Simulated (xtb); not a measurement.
**Molecular dynamics, with input and output: InNH₃SCl**

InNH₃SCl, SMILES [NH2][In]([SH])[Cl], computed with GFN2-xTB (xtb 6.7.1).

The starting geometry was optimised with GFN2-xTB.

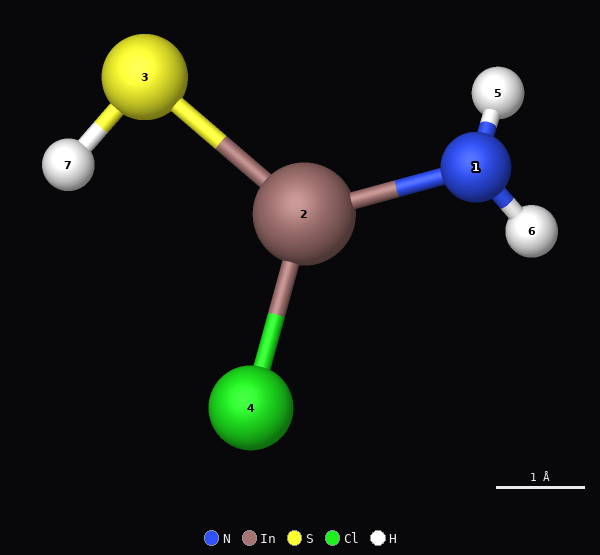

**Figure 1.** The input geometry (ball-and-stick view, seen on its broad side; atoms are numbered from 1 in the order of the input). Sticks mark near contacts.

### Key numbers

- outcome: finished
- trajectory: 10 frames kept, 180 fs
- electrons treated: 24
- potential energy (first step): −13.531821 hartree
- dispersion energy (first step): −0.004418 hartree
- basis functions (first step): 37
- hardware: 1 thread of Intel Xeon @ 2.50GHz (Skylake/Cascade Lake), 189 GiB of memory available, shared host
- wall time: 7.1 s
- peak memory: 0.072 GiB

Settings chosen away from the usual ones: method = gfn2-xtb; task = md; geo = {"prev": "A"}; x = {"md_temperature": 500, "md_time": 0.2, "time_step": 0.5, "md_dump": 20, "hydrogen_mass": 1, "shake": 0, "nvt": "false"}. So short a trajectory is not equilibrated.

### The input (input.xyz)
```
7

N     -0.86436600     1.54939100    -0.22423700
In     0.04642100    -0.29562600    -0.14372000
S      2.04399900    -0.78754700     1.12528100
Cl    -0.66116000    -1.95827400    -1.57223000
H     -0.80230800     2.04034600     0.66316500
H     -1.85033800     1.46104500    -0.45395800
H      2.08775200    -2.00933500     0.60568900
```

### File .CHRG
```
0
```

### File .UHF
```
0
```

### File detailed.inp
```
$md
   temp=500
   time=0.2
   step=0.5
   dump=20
   hmass=1
   shake=0
   nvt=false
$end
```

Run as:
```bash
xtb input.xyz --md -I detailed.inp -P 1 | tee xtb.out
```

### What the program printed
```
* xtb version 6.7.1
   ID    Z sym.   atoms
    1    7 N      1
    2   49 In     2
    3   16 S      3
    4   17 Cl     4
    5    1 H      5-7

           -------------------------------------------------
          |                Calculation Setup                |
           -------------------------------------------------

          program call               : xtb input.xyz --md -I detailed.inp -P 1
          coordinate file            : input.xyz
          omp threads                :                     1

           -------------------------------------------------
          |                 G F N 2 - x T B                 |
           -------------------------------------------------

      * Hamiltonian:
        H0-scaling (s, p, d)           1.850000    2.230000    2.230000
        zeta-weighting                 0.500000
      * Dispersion:
        s8                             2.700000
        a1                             0.520000
        a2                             5.000000
        s9                             5.000000
      * Repulsion:
        kExp                           1.500000    1.000000
        rExp                           1.000000
      * Coulomb:
        alpha                          2.000000
        third order                    shell-resolved
        anisotropic                    true
        a3                             3.000000
        a5                             4.000000
        cn-shift                       1.200000
        cn-exp                         4.000000
        max-rad                        5.000000

          ...................................................
          :                      SETUP                      :
          :.................................................:
          :  # basis functions                  37          :
          :  # atomic orbitals                  34          :
          :  # shells                           14          :
          :  # electrons                        24          :
          :  max. iterations                   250          :
          :  Hamiltonian                  GFN2-xTB          :
          :  restarted?                      false          :
          :  GBSA solvation                  false          :
          :  PC potential                    false          :
          :  electronic temp.          300.0000000     K    :
          :  accuracy                    1.0000000          :
          :  -> integral cutoff          0.2500000E+02      :
          :  -> integral neglect         0.1000000E-07      :
          :  -> SCF convergence          0.1000000E-05 Eh   :
          :  -> wf. convergence          0.1000000E-03 e    :
          :  Broyden damping             0.4000000          :
          :  net charge                          0          :
          :  unpaired electrons                  0          :
          ...................................................

 iter      E             dE          RMSdq      gap      omega  full diag
   1    -13.3998384 -0.133998E+02  0.147E+01    2.05       0.0  T
   2    -13.5077908 -0.107952E+00  0.100E+01    2.24       1.0  T
   3    -13.5864120 -0.786212E-01  0.656E+00    2.63       1.0  T
   4    -13.5401700  0.462420E-01  0.500E+00    2.17       1.0  T
   5    -13.5867036 -0.465336E-01  0.908E-01    2.50       1.0  T
   6    -13.5871540 -0.450392E-03  0.735E-01    2.51       1.0  T
   7    -13.5874595 -0.305548E-03  0.171E-01    2.55       1.0  T
   8    -13.5874761 -0.165129E-04  0.781E-02    2.54       1.0  T
   9    -13.5874807 -0.464575E-05  0.526E-02    2.54       1.0  T
  10    -13.5874873 -0.658523E-05  0.395E-02    2.54       1.0  T
  11    -13.5874879 -0.562509E-06  0.770E-03    2.54       4.9  T
  12    -13.5874879 -0.498582E-07  0.581E-03    2.54       6.5  T
  13    -13.5874879 -0.140700E-07  0.138E-03    2.54      27.4  T
  14    -13.5874879 -0.313297E-08  0.703E-04    2.54      53.7  T
  15    -13.5874879 -0.564894E-09  0.518E-04    2.54      73.0  T

   *** convergence criteria satisfied after 15 iterations ***

         #    Occupation            Energy/Eh            Energy/eV
      -------------------------------------------------------------
         1        2.0000           -1.0554394             -28.7200
       ...           ...                  ...                  ...
         6        2.0000           -0.5063315             -13.7780
         7        2.0000           -0.4601218             -12.5206
         8        2.0000           -0.4429307             -12.0528
         9        2.0000           -0.4407190             -11.9926
        10        2.0000           -0.4333879             -11.7931
        11        2.0000           -0.4130452             -11.2395
        12        2.0000           -0.4045784             -11.0091 (HOMO)
        13                         -0.3112436              -8.4694 (LUMO)
        14                         -0.1678596              -4.5677
        15                         -0.1554957              -4.2313
        16                         -0.0626187              -1.7039
        17                         -0.0322320              -0.8771
       ...                                ...                  ...
        34                          1.1391930              30.9990
      -------------------------------------------------------------
                  HL-Gap            0.0933347 Eh            2.5398 eV
             Fermi-level           -0.3579110 Eh           -9.7393 eV

 SCC (total)                   0 d,  0 h,  0 min,  0.039 sec
 SCC setup                      ...        0 min,  0.000 sec (  0.367%)
 Dispersion                     ...        0 min,  0.000 sec (  0.178%)
 classical contributions        ...        0 min,  0.000 sec (  0.057%)
 integral evaluation            ...        0 min,  0.005 sec ( 13.922%)
 iterations                     ...        0 min,  0.025 sec ( 62.405%)
 molecular gradient             ...        0 min,  0.009 sec ( 22.411%)
 printout                       ...        0 min,  0.000 sec (  0.567%)

         :::::::::::::::::::::::::::::::::::::::::::::::::::::
         ::                     SUMMARY                     ::
         :::::::::::::::::::::::::::::::::::::::::::::::::::::
         :: total energy             -13.531820547684 Eh    ::
         :: gradient norm              0.000028166363 Eh/a0 ::
         :: HOMO-LUMO gap              2.539767773679 eV    ::
         ::.................................................::
         :: SCC energy               -13.587480268591 Eh    ::
         :: -> isotropic ES            0.028124289057 Eh    ::
         :: -> anisotropic ES          0.000242563287 Eh    ::
         :: -> anisotropic XC          0.005228577968 Eh    ::
         :: -> dispersion             -0.004417922712 Eh    ::
         :: repulsion energy           0.055659720907 Eh    ::
         :: add. restraining           0.000000000000 Eh    ::
         :: total charge              -0.000000000000 e     ::
         :::::::::::::::::::::::::::::::::::::::::::::::::::::

           -------------------------------------------------
          |                Property Printout                |
           -------------------------------------------------

    * Orbital Energies and Occupations

         #    Occupation            Energy/Eh            Energy/eV
      -------------------------------------------------------------
         1        2.0000           -1.0554394             -28.7200
         2        2.0000           -0.7251312             -19.7318
         3        2.0000           -0.6128055             -16.6753
         4        2.0000           -0.5706090             -15.5271
         5        2.0000           -0.5234853             -14.2448
         6        2.0000           -0.5063315             -13.7780
         7        2.0000           -0.4601218             -12.5206
         8        2.0000           -0.4429307             -12.0528
         9        2.0000           -0.4407190             -11.9926
        10        2.0000           -0.4333879             -11.7931
        11        2.0000           -0.4130452             -11.2395
        12        2.0000           -0.4045784             -11.0091 (HOMO)
        13                         -0.3112436              -8.4694 (LUMO)
        14                         -0.1678596              -4.5677
        15                         -0.1554957              -4.2313
        16                         -0.0626187              -1.7039
        17                         -0.0322320              -0.8771
        18                         -0.0260811              -0.7097
        19                         -0.0132513              -0.3606
        20                         -0.0014630              -0.0398
        21                          0.0116873               0.3180
        22                          0.0180421               0.4910
        23                          0.0214962               0.5849
       ...                                ...                  ...
        34                          1.1391930              30.9990
      -------------------------------------------------------------
                  HL-Gap            0.0933347 Eh            2.5398 eV
             Fermi-level           -0.3579110 Eh           -9.7393 eV

     #   Z          covCN         q      C6AA      α(0)
     1   7 N        2.520    -0.372    29.642     8.085
     2  49 In       2.461     0.222   279.993    32.136
     3  16 S        1.780    -0.235   151.113    20.691
     4  17 Cl       0.787    -0.178   104.584    15.644
     5   1 H        0.868     0.185     1.185     1.705
     6   1 H        0.869     0.183     1.196     1.713
     7   1 H        0.924     0.195     1.123     1.657

 Mol. C6AA /au·bohr⁶  :       2278.707744
 Mol. C8AA /au·bohr⁸  :     152772.609913
 Mol. α(0) /au        :         81.630542

Wiberg/Mayer (AO) data.
largest (>0.10) Wiberg bond orders for each atom

 ---------------------------------------------------------------------------
     #   Z sym  total        # sym  WBO       # sym  WBO       # sym  WBO
 ---------------------------------------------------------------------------
     1   7 N    3.201 --     2 In   0.976     5 H    0.924     6 H    0.924
                             3 S    0.223     4 Cl   0.153
     2  49 In   3.048 --     4 Cl   1.022     1 N    0.976     3 S    0.923
     3  16 S    2.235 --     2 In   0.923     7 H    0.910     1 N    0.223
                             4 Cl   0.176
     4  17 Cl   1.354 --     2 In   1.022     3 S    0.176     1 N    0.153
     5   1 H    0.966 --     1 N    0.924
     6   1 H    0.966 --     1 N    0.924
     7   1 H    0.961 --     3 S    0.910
 ---------------------------------------------------------------------------

Topologies differ in total number of bonds
Writing topology from bond orders to xtbtopo.mol

molecular dipole:
                 x           y           z       tot (Debye)
 q only:       -0.210       0.271       0.423
   full:       -0.596       0.123       0.351       1.786
molecular quadrupole (traceless):
                xx          xy          yy          xz          yz          zz
 q only:        1.478      -5.209       1.428      -2.665      -1.650      -2.906
  q+dip:        0.826      -5.222       2.038      -4.127       0.788      -2.863
   full:        1.292      -4.522       0.777      -5.684       0.016      -2.068

           -------------------------------------------------
          | TOTAL ENERGY              -13.531820547684 Eh   |
          | GRADIENT NORM               0.000028166363 Eh/α |
          | HOMO-LUMO GAP               2.539767773679 eV   |
           -------------------------------------------------
           -------------------------------------------------
          |               Molecular Dynamics                |
           -------------------------------------------------
 trajectories on xtb.trj or xtb.trj.<n>

 MD time /ps        :    0.20
 dt /fs             :    0.50
 SCC accuracy       :    2.00
 temperature /K     :  500.00
 max steps          :   400
 block length (av.) :  5000
 dumpstep(trj) /fs  :   20.00    40
 dumpstep(coords)/fs: 1000.00  2000
 H atoms mass (amu) :     1
 # deg. of freedom  :    21
 SHAKE off
         time (ps)    <Epot>      Ekin   <T>   T     Etot       error
      0    0.00      0.00000   0.0760    0.    0.   -13.45582    0.0000
    200    0.10    -13.42771   0.0401  999. 1207.   -13.45629   -0.0052
 average properties
 Epot               :  -13.461622678346842
 Epot (accurate SCC):  -13.495209274764367
 Ekin               :   3.3698964979490285E-002
 Etot               :  -13.427923713367353
 T                  :   1013.4572887940059
 normal exit of md()

------------------------------------------------------------------------
------------------------------------------------------------------------
 total:
 *  cpu-time:     0 d,  0 h,  0 min,  5.544 sec
 * ratio c/w:     0.789 speedup
 SCF:
 *  cpu-time:     0 d,  0 h,  0 min,  0.020 sec
 * ratio c/w:     0.502 speedup
 MD:
 *  cpu-time:     0 d,  0 h,  0 min,  5.502 sec
 * ratio c/w:     0.791 speedup
```

### Standard error
```
normal termination of xtb
```

### Trajectory as extended XYZ (Å, eV, eV/Å), 10 frames, from step=0 to step=9
```
7
Properties=species:S:1:pos:R:3 step=0 time_fs=0.0 energy=-368.21960
N    -0.8644    1.5494   -0.2242
In    0.0464   -0.2956   -0.1437
S     2.0440   -0.7875    1.1253
Cl   -0.6612   -1.9583   -1.5722
H    -0.8023    2.0404    0.6632
H    -1.8503    1.4610   -0.4540
H     2.0878   -2.0093    0.6057
7
Properties=species:S:1:pos:R:3 step=1 time_fs=20.0 energy=-367.15299
N    -0.8359    1.5229   -0.3419
In    0.0537   -0.2979   -0.1086
S     1.9386   -0.8208    1.0344
Cl   -0.6117   -1.9050   -1.5254
H    -0.8837    2.0679    0.6126
H    -1.7868    1.1375   -0.8014
H     2.7407   -1.6152   -0.0509
7
Properties=species:S:1:pos:R:3 step=2 time_fs=40.0 energy=-367.15301
N    -0.9418    1.4894   -0.4189
In    0.0314   -0.2854   -0.0973
S     2.0305   -0.9001    1.0515
Cl   -0.5882   -1.8994   -1.5235
H    -0.5857    1.9895    0.5088
H    -1.4226    1.8124   -1.3267
H     2.3456   -0.8331   -0.2543
7
Properties=species:S:1:pos:R:3 step=3 time_fs=60.0 energy=-366.94032
N    -1.0195    1.5286   -0.4000
In   -0.0063   -0.2592   -0.0948
S     2.1569   -0.9672    1.0823
Cl   -0.5857   -1.9414   -1.5611
H    -0.5796    2.5325    0.0222
H    -0.7363    1.1649   -1.4326
H     2.9281   -0.6420    0.1316
7
Properties=species:S:1:pos:R:3 step=4 time_fs=80.0 energy=-366.67578
N    -1.0632    1.5713   -0.4776
In   -0.0153   -0.2472   -0.0805
S     2.2162   -1.0098    1.1062
Cl   -0.5946   -1.9808   -1.5976
H    -0.2105    2.2582   -0.0683
H    -1.4662    1.9589   -1.4658
H     3.3381   -0.3775    0.2229
7
Properties=species:S:1:pos:R:3 step=5 time_fs=100.0 energy=-367.25662
N    -0.9684    1.5845   -0.4577
In   -0.0039   -0.2471   -0.0852
S     2.1928   -1.0131    1.1054
Cl   -0.6012   -1.9893   -1.5957
H    -0.7043    2.6439   -0.2570
H    -1.8987    1.4884   -1.0766
H     2.6153   -0.0777    0.2507
7
Properties=species:S:1:pos:R:3 step=6 time_fs=120.0 energy=-367.54092
N    -0.8374    1.4421   -0.4038
In    0.0227   -0.2540   -0.0978
S     2.0515   -0.9527    1.0476
Cl   -0.6064   -1.9538   -1.5520
H    -1.0399    2.4411    0.0000
H    -1.8671    1.1805   -0.7032
H     2.7447    0.0251    0.6051
7
Properties=species:S:1:pos:R:3 step=7 time_fs=140.0 energy=-366.94538
N    -0.8845    1.4985   -0.4173
In    0.0676   -0.2926   -0.1128
S     1.9250   -0.8926    1.0068
Cl   -0.6226   -1.9014   -1.4942
H    -0.8900    1.6048    0.5267
H    -1.9658    1.5169   -0.4730
H     2.8282    0.3827    1.0258
7
Properties=species:S:1:pos:R:3 step=8 time_fs=160.0 energy=-367.46826
N    -0.9276    1.6245   -0.2361
In    0.0719   -0.3139   -0.1617
S     2.0123   -0.8790    1.0990
Cl   -0.6709   -1.9134   -1.4820
H    -1.1793    2.2434    0.3704
H    -1.7472    1.4405   -0.8924
H     1.9221    0.4801    1.2860
7
Properties=species:S:1:pos:R:3 step=9 time_fs=180.0 energy=-367.91057
N    -0.8355    1.6050   -0.1579
In    0.0540   -0.2914   -0.1967
S     2.1309   -0.8313    1.2204
Cl   -0.7601   -1.9973   -1.5414
H    -1.2755    1.8298    0.7036
H    -1.5822    1.4064   -0.8770
H     1.9822    0.0701    2.0800
```

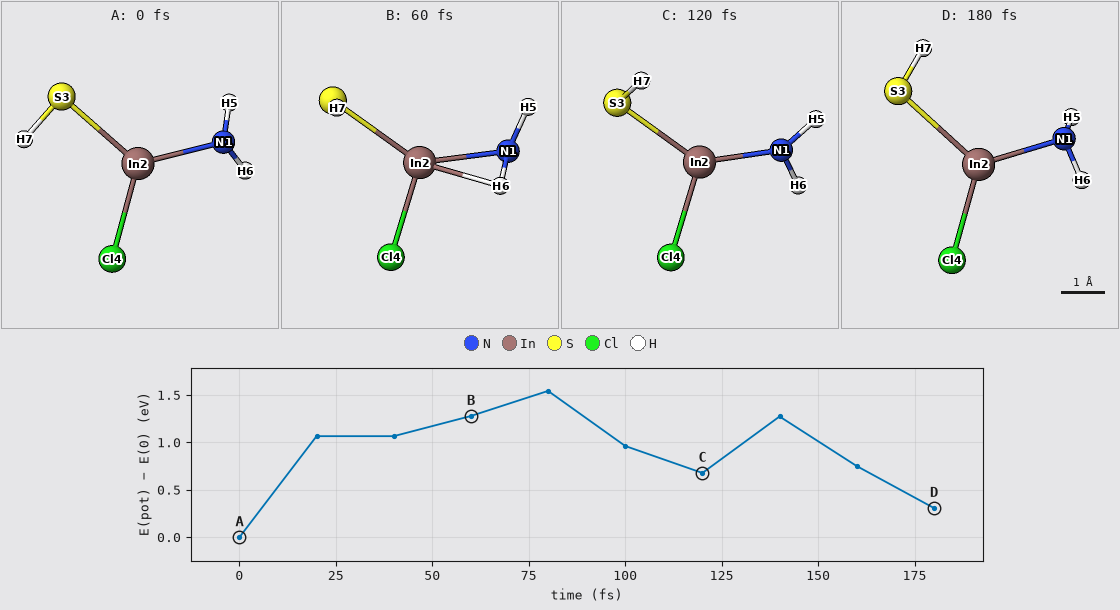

**Figure 2.** Frames of the molecular dynamics (ball-and-stick, seen at a tilt) above the curves, on which the letters mark them. The trajectory kept here has 10 frames over 180 fs. The potential energy ends 0.309 eV above its first value. After an unweighted best fit of the last frame on the first, the root-mean-square displacement is 0.80 Å, and H7 has moved furthest (1.60 Å).
